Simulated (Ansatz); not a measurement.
```xyz
9

C     0.9058    1.3057   -0.1987
C     0.6568   -0.0302   -0.1943
Na    2.2182   -1.6253   -0.7359
Si   -1.0646   -0.6809    0.2777
H     1.8873    1.7318   -0.4651
H     0.1537    2.0766    0.0620
H    -1.6611   -1.5159   -0.8530
H    -0.9799   -1.6366    1.4656
H    -2.1162    0.3749    0.6416
```

All numbers below come from RKS PBE/6-31G (Ansatz 0.2.0).

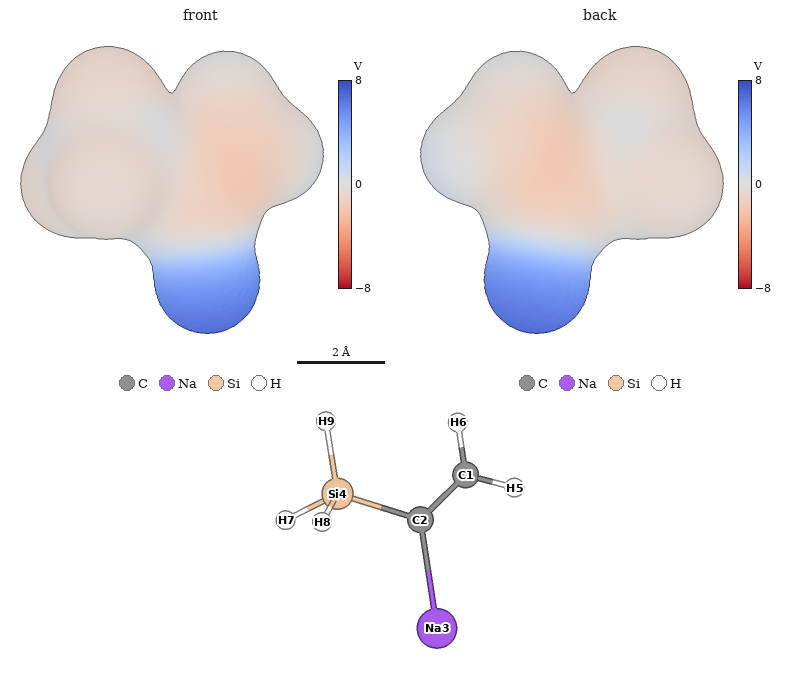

C₂H₅NaSi (SMILES C=[C]([Na])[SiH3]). The molecular electrostatic potential painted on the density surface at 0.004 e/bohr³, seen from the front and from behind; red is negative and blue positive. The bare structure is drawn below in the same view.

> Which sites attract a positive test charge, and which a negative one?

A positive charge is drawn to the negative regions and a negative charge to the positive ones. The most negative region (about −1.7 V) lies over the π face of C1 and C2, the most positive (about +6.5 V) over Na3.
